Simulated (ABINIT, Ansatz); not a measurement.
# A GW chain in ABINIT: CdF2 (Fm-3m), part 3 of 3

Wanted: ground state, empty states, screening and self-energy for CdF2 (Fm-3m).

ABINIT 10.8.3; PBE and many-body steps on it, plane waves. Known limits of the many-body steps: not at the basis limit; d shell near the gap, gap tends to lie low; no spin-orbit coupling.

So far. Step 4 (Empty states on the mesh, 6×6×6 mesh, 276 bands): On this mesh the gap is 3.143 eV. Step 5 (Screening, 6×6×6 mesh, 268 bands, screening to 272.1 eV): Local fields lower ε∞ by 6 %.

## Step 6: Self-energy, 6×6×6 mesh, 268 bands, screening to 272.1 eV

The self-energy is evaluated for the states that the input lists, and the levels follow from it, in one-shot runs by the linearised quasiparticle equation.

This step: G0W0 on PBE, plane waves, norm-conserving pseudopotentials.

run.abi

```
acell 3*1.0 Angstrom
rprim 
  0.000000000000 2.694000000000 2.694000000000
  2.694000000000 -0.000000000000 2.694000000000
  2.694000000000 2.694000000000 -0.000000000000
ntypat 2
znucl 48 9
natom 3
typat 1 2 2
xred 
  0.000000000000 0.000000000000 0.000000000000
  0.250000000000 0.250000000000 0.250000000000
  0.750000000000 0.750000000000 0.750000000000
pp_dirpath "pseudos"
pseudos "Cd.upf, F.upf"
ecut 47
ngkpt 6 6 6
nshiftk 1
shiftk 0 0 0
kptopt 1
chksymbreak 0
istwfk *1
occopt 1
irdwfk 1
optdriver 4
nband 268
gwcalctyp 0
ecutsigx 47
symsigma 1
nkptgw 2
kptgw 
  -0.3333333333 0.5000000000 0.1666666667
  0.0000000000 0.0000000000 0.0000000000
bdgw 
  16 19
  15 21
ecuteps 10
irdscr 1
ppmodel 1
indata_prefix "in"
outdata_prefix "out"
tmpdata_prefix "tmp"
```

Command:

```console
$ OMP_NUM_THREADS=1 mpirun -n 8 abinit run.abi > log
```

Numbers of over 12 decimals in the logs are rounded to 6 here.

What it wrote:

```text
.Version 10.8.3 of ABINIT. v10.8.2 released Aug 2026.

 Symmetries : space group Fm -3 m (#225); Bravais cF (face-center cubic)
[... echo of the input left out ...]
== DATASET  1 ==================================================================
-   mpi_nproc: 8, omp_nthreads: 1 (-1 if OMP is not activated)

--- !DatasetInfo
iteration_state: {dtset: 1, }
dimensions: {natom: 3, nkpt: 16, mband: 268, nsppol: 1, nspinor: 1, nspden: 1, mpw: 4092, }
cutoff_energies: {ecut:  47.0, pawecutdg:  -1.0, }
electrons: {nelect:   3.40000000E+01, charge:   0.00000000E+00, occopt:   1.00000000E+00, tsmear:   1.00000000E-02, }

 SIGMA: Calculation of the GW corrections

 Based on a program developped by R.W. Godby, V. Olevano, G. Onida, and L. Reining.
 Incorporated in ABINIT by V. Olevano, G.-M. Rignanese, and M. Torrent.
.Using double precision arithmetic ; gwpc =  8

[... cell and pseudopotentials left out ...]
--------------------------------------------------------------------------------

 ==== K-mesh for the wavefunctions ====
 Number of points in the irreducible wedge :    16
[... list of points left out ...]
 Together with 48 symmetry operations and time-reversal symmetry
 yields   216 points in the full Brillouin Zone.

 ==== Q-mesh for screening function ====
 Number of points in the irreducible wedge :    16
[... list of points left out ...]
 Together with 48 symmetry operations and time-reversal symmetry
 yields   216 points in the full Brillouin Zone.

 vcoul_init : cutoff-mode = AUXILIARY_FUNCTION
 q-points for optical limit:   1
     1)      0.000010    0.000020    0.000030
 setmesh: FFT mesh size selected  =    45x   45x   45
          total number of points  =        91125

 Number of electrons calculated from density =   34.0000; Expected =   34.0000
 average of density, n =  0.128843
 r_s =    1.2282
 omega_plasma =   34.6246 [eV]

 === KS Band Gaps ===
  >>>> For spin  1
   Minimum direct gap =   3.6194 [eV], located at k-point      :   0.0000  0.0000  0.0000
   Fundamental gap    =   3.1435 [eV], Top of valence bands at :  -0.3333  0.5000  0.1667
                                       Bottom of conduction at :   0.0000  0.0000  0.0000
 SIGMA fundamental parameters:
 PLASMON POLE MODEL  1
 number of plane-waves for SigmaX                 4015
 number of plane-waves for SigmaC and W            411
 number of plane-waves for wavefunctions          4015
 number of bands                                   268
 number of independent spin polarizations            1
 number of spinorial components                      1
 number of k-points in IBZ                          16
 number of q-points in IBZ                          16
 number of symmetry operations                      48
 number of k-points in BZ                          216
 number of q-points in BZ                          216
 number of frequencies for dSigma/dE                 9
 frequency step for dSigma/dE [eV]                0.25
 number of omega for Sigma on real axis              0
 max omega for Sigma on real axis  [eV]           0.00
 zcut for avoiding poles [eV]                     0.10

 EPSILON^-1 parameters (SCR file):
 dimension of the eps^-1 matrix on file            411
 dimension of the eps^-1 matrix used               411
 number of plane-waves for wavefunctions          4015
 number of bands                                   268
 number of q-points in IBZ                          16
 number of frequencies                               2
 number of real frequencies                          1
 number of imag frequencies                          1

 matrix elements of self-energy operator (all in [eV])

 Perturbative Calculation

--- !SelfEnergy_ee
iteration_state: {dtset: 1, }
kpoint     : [  -0.333,    0.500,    0.167, ]
spin       : 1
KS_gap     :    8.104
QP_gap     :   11.392
Delta_QP_KS:    3.287
data: !SigmaeeData |
     Band     E0 <VxcDFT>   SigX SigC(E0)      Z dSigC/dE  Sig(E)    E-E0       E
       16   2.556 -23.170 -30.675   5.469   0.789  -0.268 -24.776  -1.605   0.951
       17   3.116 -24.363 -31.626   5.267   0.799  -0.252 -25.957  -1.594   1.521
       18  11.220 -16.654 -10.660  -4.009   0.853  -0.173 -14.961   1.693  12.913
       19  13.841 -12.430  -7.075  -4.111   0.864  -0.157 -11.355   1.075  14.916

--- !SelfEnergy_ee
iteration_state: {dtset: 1, }
kpoint     : [   0.000,    0.000,    0.000, ]
spin       : 1
KS_gap     :    3.619
QP_gap     :    6.223
Delta_QP_KS:    2.604
data: !SigmaeeData |
     Band     E0 <VxcDFT>   SigX SigC(E0)      Z dSigC/dE  Sig(E)    E-E0       E
       15   2.640 -24.993 -32.399   5.121   0.812  -0.232 -26.848  -1.855   0.784
       16   2.640 -24.993 -32.399   5.121   0.812  -0.232 -26.848  -1.855   0.784
       17   2.640 -24.993 -32.399   5.121   0.812  -0.232 -26.848  -1.855   0.784
       18   6.259 -12.403  -8.016  -3.530   0.873  -0.146 -11.655   0.748   7.008
       19  15.876 -10.203  -4.681  -4.414   0.876  -0.142  -9.233   0.970  16.846
       20  15.876 -10.203  -4.681  -4.414   0.876  -0.142  -9.233   0.970  16.846
       21  15.876 -10.203  -4.681  -4.414   0.876  -0.142  -9.233   0.970  16.846

== END DATASET(S) ==============================================================
================================================================================

 -outvars: echo values of variables after computation  --------
           etotal      0.0000000000E+00
            nband         268
             nkpt          16
          spgroup         225
 [... the other variables as echoed above ...]

 Calculation completed.
```

It took 96 s on 8 MPI ranks of Arm Neoverse V2, shared host; peak memory 6 GiB.

This step gave:

```
G0W0 gap on the points computed              : 5.487 eV
starting gap on the mesh                     : 3.143 eV
k of the valence top                         : -0.3333, 0.5, 0.1667
k of the conduction bottom                   : 0, 0, 0
Z at the valence top                         : 0.799
Z at the conduction bottom                   : 0.873
least direct G0W0 gap on the computed points : 6.224 eV
```

The gap on the mesh goes from 3.14 eV to 5.49 eV, a correction of +2.34 eV.

Limits: finite bands, cutoff and mesh; d shell near the gap, gap tends to lie low; no spin-orbit coupling. v1 is the top filled band, c1 the lowest empty one. The levels before and after the correction (eV, zero at the valence-band top of each column):

|  | conduction bottom | valence top |
| --- | --- | --- |
| Kohn-Sham | 3.14 | 0.00 |
| G0W0 | 5.49 | 0.00 |

|  | level | energy (eV) |
| --- | --- | --- |
| Kohn-Sham | (-0.333 0.5 0.167) v2 | -0.559 |
| Kohn-Sham | (-0.333 0.5 0.167) v1 | 0.000 |
| Kohn-Sham | (-0.333 0.5 0.167) c1 | 8.104 |
| Kohn-Sham | (-0.333 0.5 0.167) c2 | 10.725 |
| Kohn-Sham | Γ v3-v1 | -0.476 |
| Kohn-Sham | Γ c1 | 3.143 |
| Kohn-Sham | Γ c2-c4 | 12.760 |
| G0W0 | (-0.333 0.5 0.167) v2 | -0.570 |
| G0W0 | (-0.333 0.5 0.167) v1 | 0.000 |
| G0W0 | (-0.333 0.5 0.167) c1 | 11.392 |
| G0W0 | (-0.333 0.5 0.167) c2 | 13.395 |
| G0W0 | Γ v3-v1 | -0.737 |
| G0W0 | Γ c1 | 5.487 |
| G0W0 | Γ c2-c4 | 15.325 |

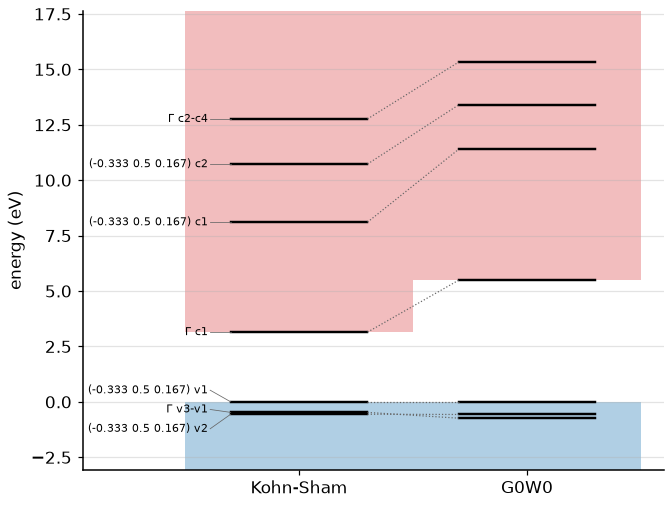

Levels before and after the correction. Shaded: valence and conduction bands.

## Step 7: Where the time went

Times are wall times on 8 MPI ranks of Arm Neoverse V2, shared host, good to a factor of about two.

| step | time | share | memory (GiB) |
| --- | --- | --- | --- |
| ground state | 7.8 s | 1 % | 0.66 |
| bands along the symmetry lines | 11 s | 1 % | 0.59 |
| empty states on the mesh | 86 s | 10 % | 7.6 |
| screening | 12 min | 78 % | 6.3 |
| self-energy | 96 s | 11 % | 6.0 |

## Step 8: Outcome

```
PBE gap              : 3.12 eV, indirect
G0W0 gap on the mesh : 5.49 eV
GW settings          : 6×6×6 mesh, 268 bands, screening to 272.1 eV, Godby-Needs plasmon pole
known limits         : not at the basis limit; d shell near the gap, gap tends to lie low; no spin-orbit coupling
```

In words: G0W0 moves the gap on the mesh from 3.14 eV to 5.49 eV (+2.34 eV), with Z of 0.80 and 0.87 at the edges. Local fields lower the RPA ε∞ on this mesh from 2.91 to 2.73. Only 2 of the mesh's irreducible points were corrected, so a valley elsewhere could overtake. The dearest step here is «screening». Bands and cutoff are finite, so the gap is not at the basis limit. The miss can reach some tenths of an eV and take either sign; the mesh is an error of its own. In the G0W0 run levels were corrected at 2 k points alone, so a gap called «on the mesh» is the least over those, and an edge elsewhere would be missed. A d shell, filled or nearly so, lies near the gap. One-shot GW converges very slowly in bands there, not always from below, and on a semilocal start the gap tends to come out low; starts rich in exact exchange can overshoot instead. The many-body steps are scalar-relativistic: spin-orbit coupling is not in them.

[Paths, hosts, dates, memory and timing lines, banners, echoed tables and standing remarks are left out of the program output.]

[Logs are printed without paths, hosts, clocks, repeated set-up lines and the standing remarks that a program may print on its own settings, such as how far it seeks lower states.]

[Runs of the session that timed out or met a known fault of the program may be left out.]

[Hosts, paths, dates, database ids (printed as entryN), source tags and the programs' standing remarks are cut or masked in the printed files.]

[G0W0 gaps are taken among the corrected bands and points alone; a level outside them can change the order at an edge.]

[Where Ansatz stands beside ABINIT at settings called matched, ABINIT's density can come from a denser mesh and the files from another edition; pairs whose starting gaps differed by over 0.03 eV were left out, so agreement reads better than it is.]
